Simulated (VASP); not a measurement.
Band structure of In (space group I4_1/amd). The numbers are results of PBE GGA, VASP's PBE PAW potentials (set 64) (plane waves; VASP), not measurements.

Unless said otherwise, spin-orbit coupling is left out, though it shifts the bands of the heavy elements here.

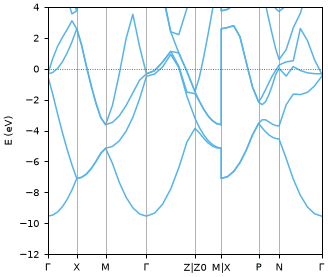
Figure: Bands along high-symmetry lines, zero at the valence-band maximum or, without a gap, the Fermi level

Question: Read the plot: is there a gap, and where are the band edges?

Answer: It has no gap at this level: it comes out as a metal or semimetal.

The structure was generated: In was put into an ordered model structure, which need not be its known phase. The cell was not relaxed at this level.
